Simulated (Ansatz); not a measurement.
# H8O2Si3: the cost of one run

All numbers are computed with Ansatz 0.2.0, driven from Python. The levels of theory stand in the script.

### Step 1. The structure

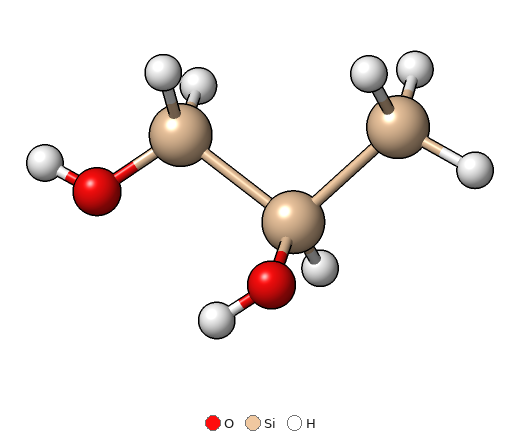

The structure that the script starts from, seen from a chosen angle (oxygen red, silicon light orange, hydrogen white).

No structure file is read: the coordinates are typed or built in the script.

### Step 2. The script

Input file h8o2si3_disp.py:

```python
import ansatz as az

params = {
    "basis_set": "def2-SVP",
}


def main() -> None:
    geometry_ang = [
        ("O", [-2.3448, 0.6928, 1.3623]),
        ("Si", [-0.7442, 0.7132, 1.1589]),
        ("Si", [-0.2246, -0.1823, -0.926]),
        ("O", [-0.9424, -1.5977, -1.1853]),
        ("Si", [2.0948, -0.4809, -0.8227]),
        ("H", [-2.7168, 1.1424, 2.1778]),
        ("H", [-0.2198, 2.1092, 1.3002]),
        ("H", [-0.1424, -0.0822, 2.257]),
        ("H", [-0.5642, 0.7781, -1.9567]),
        ("H", [-1.9794, -1.5715, -1.0414]),
        ("H", [2.6163, -1.015, -2.0632]),
        ("H", [2.4775, -1.3979, 0.3122]),
        ("H", [2.7105, 0.857, -0.5585]),
    ]
    geometry = az.Crystal.molecule()
    for symbol, xyz in geometry_ang:
        geometry = geometry.atom(symbol, xyz)

    model = (
        geometry.calculation()
        .basis(gaussian=params["basis_set"])
        .scf(lower_state_search="off")
    )
    for name in ["blyp", "revpbe"]:
        for correction in ("d3bj", "d4"):
            summary = model.functional(name, dispersion=correction).run().report
            print(f"{name:8s} {correction:5s} total {summary['free_energy_ev']:.5f} eV, of which dispersion {1000 * summary['dispersion']['energy']['ev']:.2f} meV")


if __name__ == "__main__":
    main()
```

### Step 3. The calls as engine input

The package turns the script's settings into the engine's input (first run):

```yaml
crystal:
  periodic: [false, false, false]
  atoms:
    - { symbol: O, position_ang: [-2.3448, 0.6928, 1.3623] }
    - { symbol: Si, position_ang: [-0.7442, 0.7132, 1.1589] }
    - { symbol: Si, position_ang: [-0.2246, -0.1823, -0.926] }
    - { symbol: O, position_ang: [-0.9424, -1.5977, -1.1853] }
    - { symbol: Si, position_ang: [2.0948, -0.4809, -0.8227] }
    - { symbol: H, position_ang: [-2.7168, 1.1424, 2.1778] }
    - { symbol: H, position_ang: [-0.2198, 2.1092, 1.3002] }
    - { symbol: H, position_ang: [-0.1424, -0.0822, 2.257] }
    - { symbol: H, position_ang: [-0.5642, 0.7781, -1.9567] }
    - { symbol: H, position_ang: [-1.9794, -1.5715, -1.0414] }
    - { symbol: H, position_ang: [2.6163, -1.015, -2.0632] }
    - { symbol: H, position_ang: [2.4775, -1.3979, 0.3122] }
    - { symbol: H, position_ang: [2.7105, 0.857, -0.5585] }
basis:
  gaussian:
    orbitals: def2-SVP
hamiltonian:
  xc: blyp
  dispersion: d3bj
scf:
  lower_state_search: "off"
```

### Step 4. Running it

On the command line:

```bash
python h8o2si3_disp.py
```

What time and memory should one allow on 1 thread of Arm Neoverse V2, shared host?

About 9.2 s, with a peak of 0.21 GiB.
